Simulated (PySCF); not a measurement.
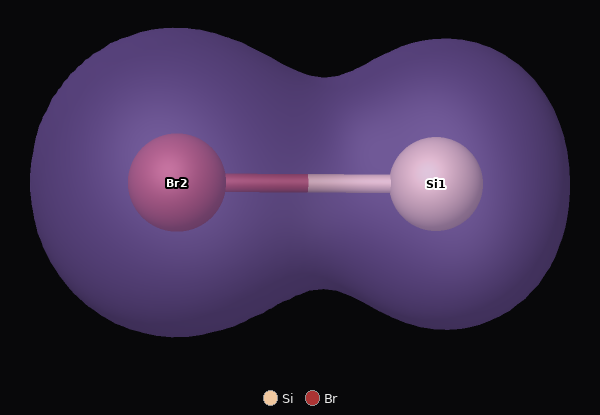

SiBr (doublet). Isosurface of the electron density at 0.2 e/Å³ (purple), seen from one side.

Method: PBE0/6-31G(d,p), non-relativistic, at a bond length of 2.249 Å (PySCF).

| atom | x (Å) | y (Å) | z (Å) |
| --- | --- | --- | --- |
| Si | 0.0000 | 0.0000 | -1.6604 |
| Br | 0.0000 | 0.0000 | 0.5886 |

Q: What does this surface tell about the bonding?

A: At this value the surface is in one piece. It bridges the sampled Si–Br (2.25 Å) contact, where the density stays above the isovalue. On the grid the lowest density along these lines, outside the cores, is 0.56 e/Å³ (Si–Br, 2.25 Å).
